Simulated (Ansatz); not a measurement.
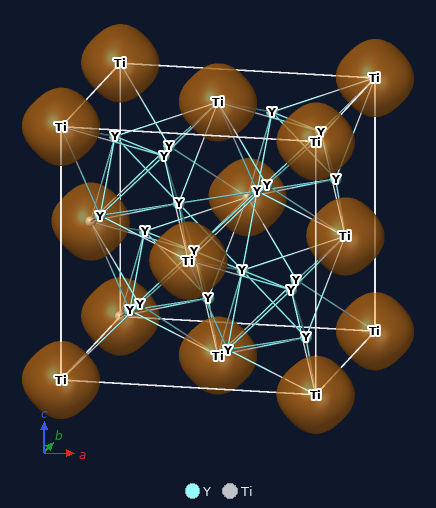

Y₅Ti. Isosurface of the spin density (up minus down) at +0.05 e/Å³ (orange), seen slightly off an axis. Sticks mark near contacts.

Space group F-43m; a structure generated by program, which may or may not match a known phase; spin-polarised.

The calculation used DFT PBE, scalar-relativistic, plane waves, PAW (Ansatz 0.2.0).

The density is the valence pseudo-density of a PAW calculation; it isn't the true density close to the nuclei.

Q: Which atoms carry the moments, and with what signs?

A: The spin density sits on Ti: +2.1 μB (×4) in one cell of 24 atoms, with smaller moments on other sites: Y (up to −0.12 μB): parallel main moments, as they must be, since the calculation's own cell holds one magnetic site. The cell of the calculation (6 atoms) carries 2.3 μB of net spin moment.
